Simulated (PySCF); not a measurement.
SMILES c1(C[CH2][GeH3])ccccc1 at its GFN2-xTB optimised geometry (Å):

```
21

Ge    -0.2897    -2.4870    -2.6919
C     -1.8460    -2.2599    -1.4977
C     -1.4737    -1.9169    -0.0532
C     -0.7121    -0.6258     0.0000
C     -1.3816     0.5911    -0.0031
C     -0.6785     1.7824    -0.0043
C      0.7059     1.7718    -0.0028
C      1.3827     0.5643     0.0000
C      0.6768    -0.6258     0.0000
H      0.7017    -3.4507    -2.1198
H     -0.7349    -3.0517    -4.0060
H      0.4302    -1.2127    -2.9834
H     -2.4861    -1.4742    -1.9043
H     -2.4300    -3.1835    -1.5097
H     -2.3848    -1.8381     0.5470
H     -0.8617    -2.7220     0.3612
H     -2.4630     0.6042    -0.0012
H     -1.2121     2.7220    -0.0062
H      1.2552     2.7018    -0.0031
H      2.4630     0.5493     0.0033
H      1.2087    -1.5687     0.0111
```

Computed with PBE0/def2-SVP (PySCF).

Map of the electron localisation function on the plane z = 0.8 Å:

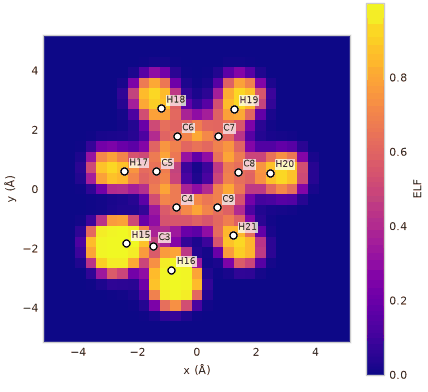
Fig. 1. Electron localisation function on the plane z = 0.8 Å.
